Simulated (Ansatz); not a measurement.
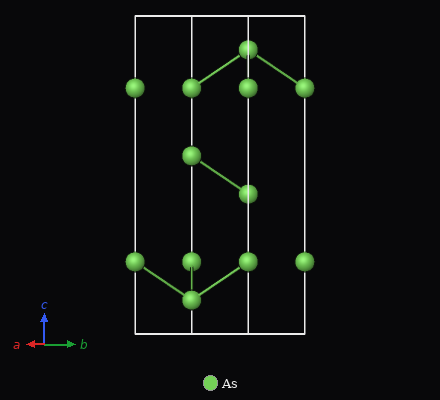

The structure, seen along [210]; the drawing may span several cells.

Structure (in its standard cell), coordinates from a relaxation at fixed volume with Ansatz 0.2.0, DFT PBE, spin-orbit coupling, plane waves, PAW:

```cif
data_structure
_symmetry_space_group_name_H-M 'R-3m:H'
_symmetry_Int_Tables_number 166
_cell_length_a 3.8126
_cell_length_b 3.8126
_cell_length_c 10.7141
_cell_angle_alpha 90.000
_cell_angle_beta 90.000
_cell_angle_gamma 120.000
_cell_volume 134.88
loop_
_atom_site_label
_atom_site_type_symbol
_atom_site_symmetry_multiplicity
_atom_site_Wyckoff_symbol
_atom_site_fract_x
_atom_site_fract_y
_atom_site_fract_z
_atom_site_occupancy
As1 As 6 c 0.00000 0.00000 0.22676 1
```

**Predict the [210] zone-axis pattern (200 kV, kinematic, B = 1 Å²).**

The spots form a rectangular net whose two shortest vectors correspond to d = 3.57 Å and 1.91 Å, 90.0° apart. They are 0 0 3 and 1 -2 0. The pattern has symmetry 2mm. The lattice centring (R) removes all reflections that break −h + k + l = 3n.

Strongest reflections with d > 0.80 Å, one of each family (|F|² from tabulated Gaussian fits of the electron scattering factors, times a small damping for the curvature of the Ewald sphere):

```
   hkl  d (Å)  I (strongest = 100)
1 -2 0  1.906                  100
 0 0 3  3.571                   54
 0 0 6  1.786                   35
 0 0 9  1.190                   27
1 -2 9  1.010                   16
1 -2 6  1.303                   15
```

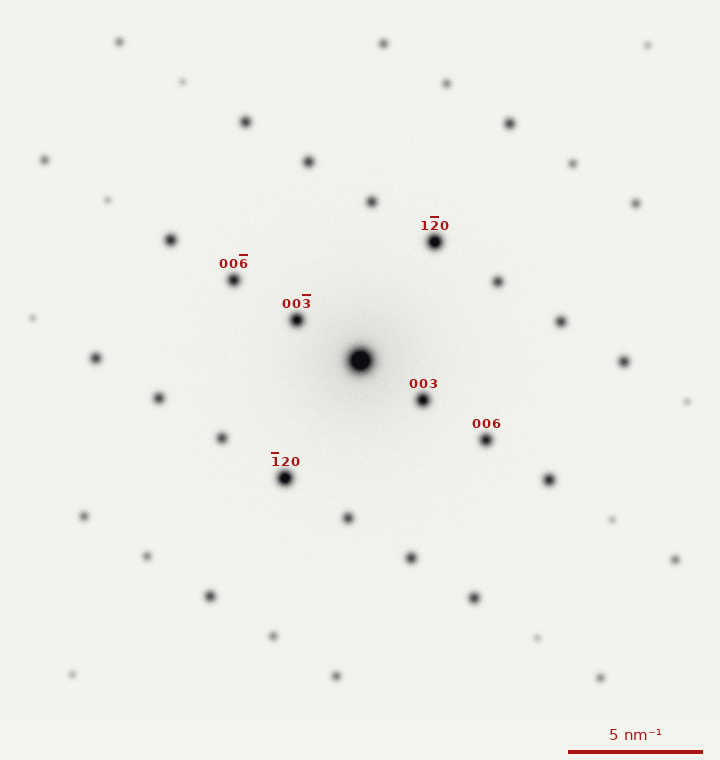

Calculated pattern, seen from the source side with [210] pointing towards the source.
